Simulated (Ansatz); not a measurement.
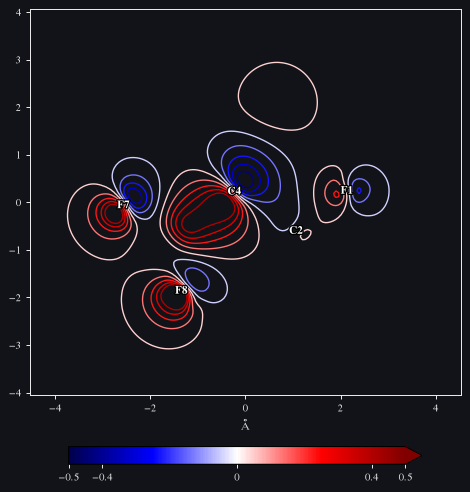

The picture shows: C4H3F7 (SMILES FC(F)C(F)(C(F)F)C(F)F). The HOMO on the plane of atoms F1, C2 and C4 (values in Å⁻³ᐟ²; the overall sign is arbitrary).

Geometry: PBE0-D4/def2-TZVP.

Level of theory: RKS PBE0-D4/def2-TZVPP in Ansatz.

```
atom    x (Å)    y (Å)    z (Å)
   F  -1.7873  -0.4395   1.4431
   C  -1.3449   0.3581   0.4398
   F  -1.6371   1.6221   0.7701
   C   0.1774   0.1892   0.2980
   F   0.7853   0.8207   1.3404
   C   0.6779   0.7712  -1.0353
   F   1.9905   1.0293  -0.9525
   F   0.0431   1.9298  -1.3170
   C   0.5276  -1.2999   0.3958
   F   1.8312  -1.4999   0.1418
   F  -0.1879  -1.9698  -0.5440
   H  -1.8776   0.0863  -0.4761
   H   0.4991   0.0719  -1.8591
   H   0.2896  -1.6986   1.3839
```

### What is the character of this orbital?

Its weight (Hirshfeld) is mainly on C4 (about 15 %), F8 (about 15 %), C6 (about 15 %), F5 (about 10 %), F7 (about 10 %) and C9 (about 10 %). Its energy is −10.01 eV.
